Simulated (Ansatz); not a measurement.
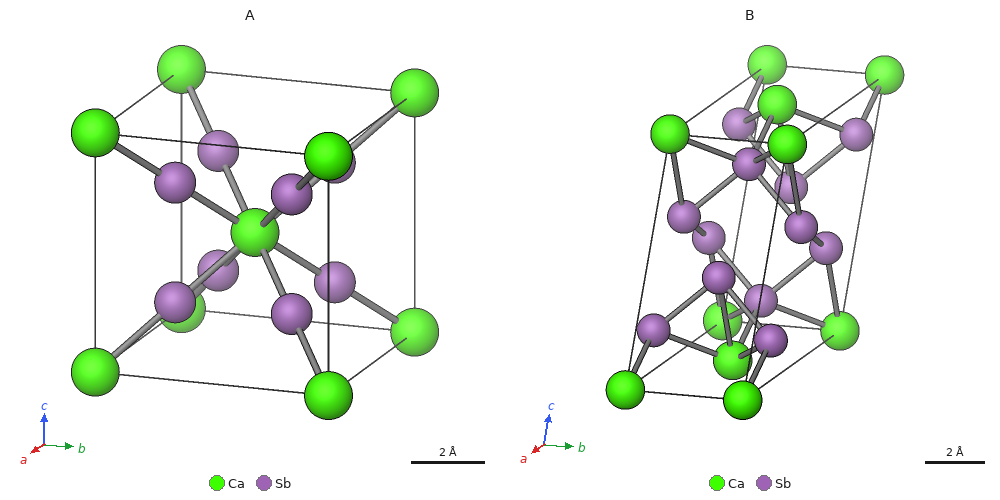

Two structures of CaSb$_{4}$, each relaxed to rest (conventional cells in solid outline, small ones repeated, not to one scale). Method: Ansatz, DFT PBE, scalar-relativistic, plane waves, PAW, without spin polarisation.

What structure does each panel show?

A: 10 atoms a cell on a body-centred cubic lattice, Im-3m. B: 10 atoms a cell on a base-centred monoclinic lattice, C2/m.

Which one is lower in energy?

B is lower, by 266 meV/atom at this level of theory (energies at zero smearing). Volumes: A 32.7, B 34.2 Å³/atom.

One or both may be structure types tried for this composition rather than known phases.
